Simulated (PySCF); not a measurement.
Run report: C3H6N, geometry relaxation

The run: geometry relaxation of C3H6N, multiplicity 2, SMILES C=C[N]C. Method and program: HF/ANO-RCC-VDZP, UHF, sfX2C (PySCF 2.14.0).

The run did not end well. The geometry comes from this level: PBE0-D4/def2-TZVP. Figures and captions count atoms from 1; the log counts them from 0 in places.

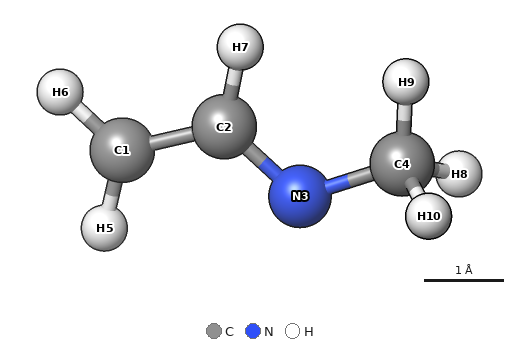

*The starting structure (ball-and-stick view, seen at a tilt; atoms are numbered from 1 in the order of the input).*

Bond lengths as drawn: C–C 1.39 Å, C–H 1.08 to 1.10 Å and C–N 1.31 to 1.43 Å.

### The input (job.py)
```python
# C=C[N]C
from pyscf import gto
from pyscf.geomopt.geometric_solver import kernel as optimise

mol = gto.M(
    atom='''
C     -0.942300     1.415600    -1.014000
C     -0.066500     0.623700    -0.287000
N     -0.374700    -0.598000     0.059400
C      0.601700    -1.327700     0.808000
H     -1.907200     1.020500    -1.305700
H     -0.678500     2.426100    -1.296900
H      0.905700     1.049900    -0.003400
H      0.855000    -2.248100     0.270500
H      1.526400    -0.768300     1.011300
H      0.163500    -1.645000     1.760800
''',
    charge=0,
    verbose=3,
    spin=1,
    max_memory=1860,
    basis='ano-rcc-vdzp',
)

mf = mol.UHF()
mf = mf.sfx2c1e()
mf.conv_tol = 1e-10
converged, mol_eq = optimise(mf, maxsteps=60, convergence_set='GAU_TIGHT')
print('converged:', converged)
print(mol_eq.tostring())

mf.reset(mol_eq)
mol = mol_eq
mf.kernel()
if not mf.converged:
    mf = mf.newton().run(mf.mo_coeff, mf.mo_occ)
etot = mf.e_tot
print('E = %.10f Eh' % etot)
```

Hardware: 1 thread of Arm Neoverse V1, 24 GiB of memory available, shared host.

Launched with:
```bash
OMP_NUM_THREADS=1 python job.py
```

### Log
```
#|     Arguments passed to driver run_optimizer():      |#
convergence_set           GAU_TIGHT
customengine              <pyscf.geomopt.geometric_solver.PySCFEngine object>
maxiter                   60
----------------------------------------------------------
Custom engine selected.
Bonds will be generated from interatomic distances less than 1.20 times sum of covalent radii
30 internal coordinates being used (instead of 30 Cartesians)
Internal coordinate system (atoms numbered from 1):
Distance 1-2
Distance 1-5
Distance 1-6
Distance 2-3
Distance 2-7
Distance 3-4
Distance 4-8
Distance 4-9
Distance 4-10
Angle 2-1-6
Angle 5-1-6
Angle 1-2-7
Angle 3-2-7
Angle 2-3-4
Angle 3-4-8
Angle 3-4-9
Angle 3-4-10
Angle 8-4-9
Angle 8-4-10
Angle 9-4-10
Out-of-Plane 1-2-5-6
Out-of-Plane 2-1-3-7
Dihedral 5-1-2-3
Dihedral 5-1-2-7
Dihedral 6-1-2-3
Dihedral 6-1-2-7
Dihedral 1-2-3-4
Dihedral 7-2-3-4
Dihedral 2-3-4-8
Dihedral 2-3-4-9
Dihedral 2-3-4-10
Translation-X 1-10
Translation-Y 1-10
Translation-Z 1-10
Rotation-A 1-10
Rotation-B 1-10
Rotation-C 1-10
<class 'geometric.internal.Distance'> : 9
<class 'geometric.internal.Angle'> : 11
<class 'geometric.internal.OutOfPlane'> : 2
<class 'geometric.internal.Dihedral'> : 9
<class 'geometric.internal.TranslationX'> : 1
<class 'geometric.internal.TranslationY'> : 1
<class 'geometric.internal.TranslationZ'> : 1
<class 'geometric.internal.RotationA'> : 1
<class 'geometric.internal.RotationB'> : 1
<class 'geometric.internal.RotationC'> : 1
> ===== Optimization Info: ====
> Job type: Energy minimization
> Maximum number of optimization cycles: 60
> Initial / maximum trust radius (Angstrom): 0.100 / 0.300
> Convergence Criteria:
> Will converge when all 5 criteria are reached:
>  |Delta-E| < 1.00e-06
>  RMS-Grad  < 1.00e-05
>  Max-Grad  < 1.50e-05
>  RMS-Disp  < 4.00e-05
>  Max-Disp  < 6.00e-05
> === End Optimization Info ===

Geometry optimization cycle 1
Cartesian coordinates (Angstrom)
 Atom        New coordinates             dX        dY        dZ
   C  -0.942300   1.415600  -1.014000    0.000000  0.000000  0.000000
   C  -0.066500   0.623700  -0.287000    0.000000  0.000000  0.000000
   N  -0.374700  -0.598000   0.059400    0.000000  0.000000 -0.000000
   C   0.601700  -1.327700   0.808000    0.000000  0.000000  0.000000
   H  -1.907200   1.020500  -1.305700    0.000000  0.000000  0.000000
   H  -0.678500   2.426100  -1.296900    0.000000  0.000000  0.000000
   H   0.905700   1.049900  -0.003400    0.000000  0.000000  0.000000
   H   0.855000  -2.248100   0.270500    0.000000  0.000000  0.000000
   H   1.526400  -0.768300   1.011300    0.000000  0.000000  0.000000
   H   0.163500  -1.645000   1.760800    0.000000  0.000000  0.000000

WARN: Mole.unit (angstrom) is changed to Bohr

WARN: HOMO -0.147908735449795 >= LUMO -0.147908735449795

converged SCF energy = -171.631364758748  <S^2> = 0.9645129  2S+1 = 2.2040988
--------------- sfX2C1eUHF_Scanner gradients ---------------
         x                y                z
0 C     0.0072913526    -0.0050415268     0.0054220136
1 C    -0.0132861765    -0.0100043934    -0.0022457610
2 N     0.0040129284     0.0046445645     0.0000169962
3 C    -0.0073991802     0.0096834495    -0.0074663337
4 H    -0.0048994964    -0.0029523676    -0.0010834418
5 H     0.0016323744     0.0052132205    -0.0013459014
6 H     0.0083669002     0.0036656143     0.0024921954
7 H     0.0008025565    -0.0059153307    -0.0022735860
8 H     0.0060273608     0.0036596666     0.0013662093
9 H    -0.0025486197    -0.0029528969     0.0051176093
----------------------------------------------
cycle 1: E = -171.631364759  dE = -171.631  norm(grad) = 0.0303409
Step    0 : Gradient = 9.595e-03/1.678e-02 (rms/max) Energy = -171.6313647587
Hessian Eigenvalues: 2.30000e-02 2.30000e-02 2.30000e-02 ... 4.09230e-01 4.79153e-01 6.53595e-01

Geometry optimization cycle 2
Cartesian coordinates (Angstrom)
 Atom        New coordinates             dX        dY        dZ
   C  -0.949976   1.419883  -1.019008   -0.007676  0.004283 -0.005008
   C  -0.061468   0.633790  -0.289101    0.005032  0.010090 -0.002101
   N  -0.364377  -0.595920   0.062970    0.010323  0.002080  0.003570
   C   0.608126  -1.341034   0.816594    0.006426 -0.013334  0.008594
   H  -1.910259   1.039707  -1.314298   -0.003059  0.019207 -0.008598
   H  -0.688431   2.422692  -1.299677   -0.009931 -0.003408 -0.002777
   H   0.895935   1.061150  -0.014044   -0.009765  0.011250 -0.010644
   H   0.858860  -2.249404   0.277129    0.003860 -0.001304  0.006629
   H   1.525787  -0.792894   1.021791   -0.000613 -0.024594  0.010491
   H   0.168902  -1.649272   1.760642    0.005402 -0.004272 -0.000158
converged SCF energy = -171.631923700725  <S^2> = 0.97260806  2S+1 = 2.2114322
--------------- sfX2C1eUHF_Scanner gradients ---------------
         x                y                z
0 C    -0.0008654222    -0.0002632590    -0.0002873395
1 C    -0.0002532131    -0.0002416623    -0.0000020856
2 N     0.0029896914     0.0015288521     0.0007481745
3 C    -0.0016255350     0.0001071375    -0.0008149332
4 H    -0.0000002304     0.0012067075    -0.0004823849
5 H    -0.0003292875    -0.0008667230     0.0001868020
6 H    -0.0002749705    -0.0000856105    -0.0000998158
7 H     0.0002733062    -0.0002805892     0.0006512135
8 H    -0.0004662393    -0.0005868994     0.0000255115
9 H     0.0005519004    -0.0005179536     0.0000748576
----------------------------------------------
cycle 2: E = -171.631923701  dE = -0.000558942  norm(grad) = 0.00453558
```

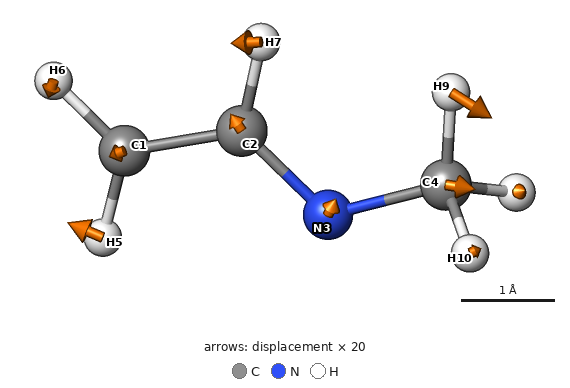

*The starting structure with the displacements as orange arrows, magnified 20 times (ball-and-stick view, seen at a tilt). The two geometries are laid on each other by the best rigid fit.*

The run was cut off at its time limit before the relaxation converged, so the last structure is only a point on the way. The energy falls by 1.47 kJ/mol in 1 geometry step. Largest force component: 0.68 eV/Å at the start, 0.15 eV/Å at the end. The atom that moves furthest after the best rigid fit is H9 (0.027 Å). By element the largest moves are H 0.027 Å, C 0.017 Å, N 0.011 Å. Among the contacts that change: C2–H7 1.099 → 1.084 Å, C4–H10 1.096 → 1.086 Å, C1–H5 1.083 → 1.074 Å, N3–C4 1.430 → 1.438 Å. (Atoms are counted from 1 in the order of the input.)

```
Step    1 : Displace = 1.542e-02/2.675e-02 (rms/max) Trust = 1.000e-01 (=) Grad = 1.434e-03/3.440e-03 (rms/max) E (change) = -171.6319237007 (-5.589e-04) Quality = 0.880
Hessian Eigenvalues: 2.29994e-02 2.30000e-02 2.30006e-02 ... 4.07343e-01 4.92517e-01 6.42962e-01

Geometry optimization cycle 3
Cartesian coordinates (Angstrom)
 Atom        New coordinates             dX        dY        dZ
   C  -0.943788   1.421860  -1.016992    0.006188  0.001976  0.002016
   C  -0.059421   0.631823  -0.287266    0.002047 -0.001968  0.001835
   N  -0.372408  -0.597780   0.060278   -0.008032 -0.001860 -0.002692
   C   0.605356  -1.337800   0.814038   -0.002771  0.003234 -0.002557
   H  -1.898737   1.022133  -1.302080    0.011522 -0.017574  0.012217
   H  -0.689807   2.425979  -1.301623   -0.001376  0.003287 -0.001946
   H   0.898841   1.052831  -0.009268    0.002906 -0.008319  0.004776
   H   0.856731  -2.243481   0.272127   -0.002129  0.005922 -0.005002
   H   1.520477  -0.784355   1.015728   -0.005309  0.008540 -0.006063
   H   0.165856  -1.642510   1.758058   -0.003046  0.006762 -0.002584
converged SCF energy = -171.631961684547  <S^2> = 0.97294668  2S+1 = 2.2117384
```

### Trajectory as extended XYZ (Å, eV, eV/Å), 2 frames, from step=0 to step=1
```
10
Properties=species:S:1:pos:R:3:forces:R:3 step=0 energy=-4670.32736
C    -0.9423    1.4156   -1.0140   -0.3749   0.2592  -0.2788
C    -0.0665    0.6237   -0.2870    0.6832   0.5144   0.1155
N    -0.3747   -0.5980    0.0594   -0.2064  -0.2388  -0.0009
C     0.6017   -1.3277    0.8080    0.3805  -0.4979   0.3839
H    -1.9072    1.0205   -1.3057    0.2519   0.1518   0.0557
H    -0.6785    2.4261   -1.2969   -0.0839  -0.2681   0.0692
H     0.9057    1.0499   -0.0034   -0.4302  -0.1885  -0.1282
H     0.8550   -2.2481    0.2705   -0.0413   0.3042   0.1169
H     1.5264   -0.7683    1.0113   -0.3099  -0.1882  -0.0703
H     0.1635   -1.6450    1.7608    0.1311   0.1518  -0.2632
10
Properties=species:S:1:pos:R:3:forces:R:3 step=1 energy=-4670.34257
C    -0.9500    1.4199   -1.0190    0.0445   0.0135   0.0148
C    -0.0615    0.6338   -0.2891    0.0130   0.0124   0.0001
N    -0.3644   -0.5959    0.0630   -0.1537  -0.0786  -0.0385
C     0.6081   -1.3410    0.8166    0.0836  -0.0055   0.0419
H    -1.9103    1.0397   -1.3143    0.0000  -0.0621   0.0248
H    -0.6884    2.4227   -1.2997    0.0169   0.0446  -0.0096
H     0.8959    1.0612   -0.0140    0.0141   0.0044   0.0051
H     0.8589   -2.2494    0.2771   -0.0141   0.0144  -0.0335
H     1.5258   -0.7929    1.0218    0.0240   0.0302  -0.0013
H     0.1689   -1.6493    1.7606   -0.0284   0.0266  -0.0038
```

### Outcome

| quantity | value |
| --- | --- |
| outcome | stopped at the time limit |
| basis functions | 86 |
| wall time | 6.4 min |
| peak memory | 0.32 GiB |

### What went wrong

The run was cut off by its time limit, so the output is incomplete.
